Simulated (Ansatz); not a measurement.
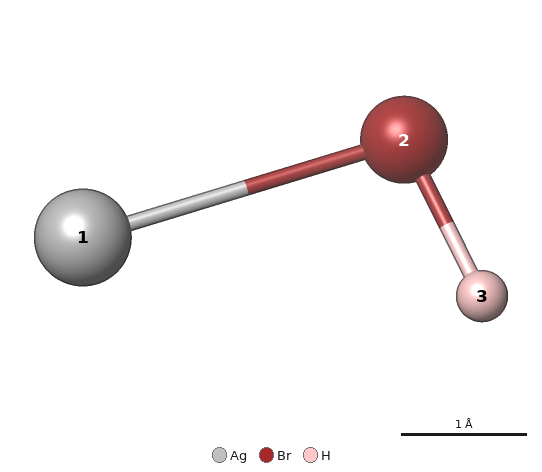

The picture comes from a calculation with Ansatz.

Orthographic view. Atoms fade into the background with distance from the viewer. Charge +1, singlet. Geometry: a pair of rigid molecules at a changed separation.

Write a Z-matrix (Å, degrees) in the order of the atom numbers, with these reference atoms: 2 to 1; 3 to 2, 1.

```
Ag 
Br   1   2.712
H    2   1.432   1    97.5
```
